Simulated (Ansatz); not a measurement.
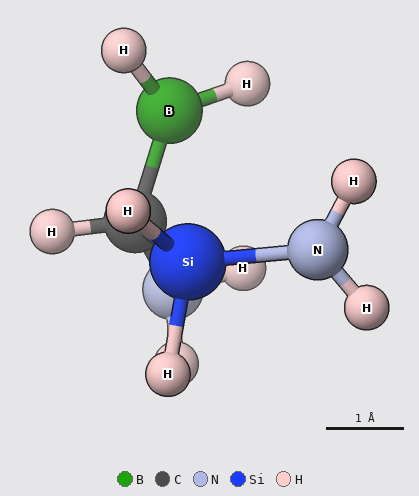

The structure as given in the input (ball-and-stick view, seen at a tilt).

**Nudged elastic band of CH9BN2Si**

- system: CH9BN2Si, SMILES BC(N)[SiH2]N
- method: RKS B3LYP-D4/def2-SVP (Ansatz 0.2.0)

One setting was made poor on purpose. It belongs to a series of runs on one base structure; here: an input spoilt on purpose.

**Input file**
```yaml
crystal:
  periodic: [false, false, false]
  atoms:
    - { symbol: B, position_ang: [-1.67988, 0.302414, 0.295595] }
    - { symbol: C, position_ang: [-0.777453, -0.767677, -0.294504] }
    - { symbol: "N", position_ang: [-0.465063, -0.775398, -1.710282] }
    - { symbol: Si, position_ang: [0.825065, -0.342195, 0.768772] }
    - { symbol: "N", position_ang: [1.476741, 1.24782, 0.592378] }
    - { symbol: H, position_ang: [-1.854976, 1.352889, -0.281356] }
    - { symbol: H, position_ang: [-2.133644, 0.160933, 1.406208] }
    - { symbol: H, position_ang: [-0.991152, -1.785144, 0.087949] }
    - { symbol: H, position_ang: [-0.50267, 0.159288, -2.111721] }
    - { symbol: H, position_ang: [0.444114, -1.182071, -1.926976] }
    - { symbol: H, position_ang: [0.602735, -0.688353, 2.20275] }
    - { symbol: H, position_ang: [1.847623, -1.252826, 0.173097] }
    - { symbol: H, position_ang: [1.006382, 2.082905, 0.922919] }
    - { symbol: H, position_ang: [2.189278, 1.458215, -0.096028] }
basis:
  gaussian: { orbitals: def2-SVP }
hamiltonian:
  xc: b3lyp
  dispersion: d4
neb:
  order_check: false
  images: 5
  f_tol: 0.03
  max_iterations: 8
  initial_path: idpp
  final_atoms:
    - { symbol: B, position_ang: [-1.68323866, 0.2809611, 0.33767315] }
    - { symbol: C, position_ang: [-0.79253274, -0.77004379, -0.30306336] }
    - { symbol: "N", position_ang: [-0.49447431, -0.74235619, -1.71938005] }
    - { symbol: Si, position_ang: [0.81960024, -0.33193531, 0.73966981] }
    - { symbol: "N", position_ang: [1.39689478, 1.25142582, 0.32973333] }
    - { symbol: H, position_ang: [-1.84235812, 1.36007675, -0.1890466] }
    - { symbol: H, position_ang: [-2.13291336, 0.09229526, 1.44226876] }
    - { symbol: H, position_ang: [-0.98792389, -1.7972778, 0.05852579] }
    - { symbol: H, position_ang: [-0.46379619, 0.21188258, -2.0736363] }
    - { symbol: H, position_ang: [0.39315601, -1.18649393, -1.95165365] }
    - { symbol: H, position_ang: [0.63140182, -0.62493154, 2.19579267] }
    - { symbol: H, position_ang: [1.84890105, -1.27608158, 0.21153407] }
    - { symbol: H, position_ang: [0.89647844, 2.08123855, 0.63412239] }
    - { symbol: H, position_ang: [2.39790493, 1.4220401, 0.31626098] }
  optimiser: bfgs
```

Launched with:
```bash
ansatz run input.yaml --threads 2 --pin off --max-ram 3072MiB --backend cpu --events-out ev --progress --plain --runs-dir out
```

**The program's output**
```
Error: YAML parse error: error: line 44 column 14: unknown variant `bfgs`, expected one of quadratic_models, fire, lbfgs
  --> <input>:44:14
   |
42 |     - { symbol: H, position_ang: [0.89647844, 2.08123855, 0.63412239] }
43 |     - { symbol: H, position_ang: [2.39790493, 1.4220401, 0.31626098] }
44 |   optimiser: bfgs
   |              ^ unknown variant `bfgs`, expected one of quadratic_models, fire, lbfgs
```

**What the run reported**

| quantity | value |
| --- | --- |
| outcome | refused by the program |
| hardware | 2 threads of AMD EPYC (Zen 3), 24 GiB of memory available, shared host |

**What went wrong**

The program refused the input: “YAML parse error: error: line 44 column 14: unknown variant `bfgs`, expected one of quadratic_models, fire, lbfgs --> <input>:44:14 | 42 | - { symbol: H, position_ang: [0.89647844, 2.08123855, 0.63412239] } 43 | - { symbol: H, position_ang: [2.39790493, 1.4220401, 0.31626098] } 44 | optimiser: bfgs | ^ unknown variant …” A deliberately poor setting: bad input.
